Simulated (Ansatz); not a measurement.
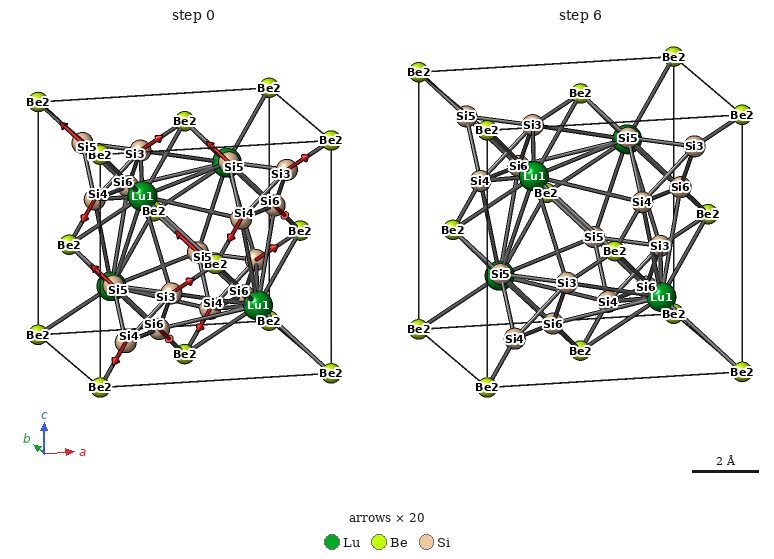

The structure of crystalline LuBeSi$_{4}$ (a generated structure, set up in F-43m) (coarse preliminary run) before (left) and after (right) a relaxation, at one scale. The red arrows give the displacements (the part carried along by the change of the cell is left out), 20 times their true length.

Style: ball-and-stick. Shown: the conventional cell (4 times the calculation's cell), slightly off an axis. Lengths and directions refer to the drawn axes.

All numbers below come from DFT PBE, scalar-relativistic, plane waves, PAW (Ansatz). (plane-wave cutoff 420 eV; k-point mesh 4 × 4 × 4; occupations gaussian; smearing width 0.1 eV; no spin polarisation; cell and atoms relaxed; force threshold 0.04 eV/Å; at most 70 steps)

> Describe what moved and what it gained.

The largest moves relative to the cell, 0.050 Å, are those of Si3, Si4, Si5 and Si6. Si6 goes along [1 1 −1]. Be and Lu stay in place. The drawn cell changes as follows: a = b = c 7.326 → 8.089 Å (+10.4 %); the volume changes by +34.7 %. Among the contacts that change: Lu1–Be2 3.172 → 3.503 Å, Lu1–Si3 3.112 → 3.423 Å, Si3–Si4 2.050 → 2.346 Å, Be2–Si3 1.917 → 2.066 Å. The space group stays F-43m (No. 216). After 5 accepted moves (6 points after the start) the energy has fallen by 616 meV per atom. Largest force component: 4.2 eV/Å at the start, 0.0043 eV/Å at the end. The pressure goes from 38.25 to 0.20 GPa. At 1 point the geometry stayed and the basis and grid were re-selected for the new cell (energy shift of 4.3 meV per atom at most each time). The run took 11 s on 1 thread of Intel(R) Xeon(R) 6975P-C (Granite Rapids) (shared host), peak memory 0.43 GiB.
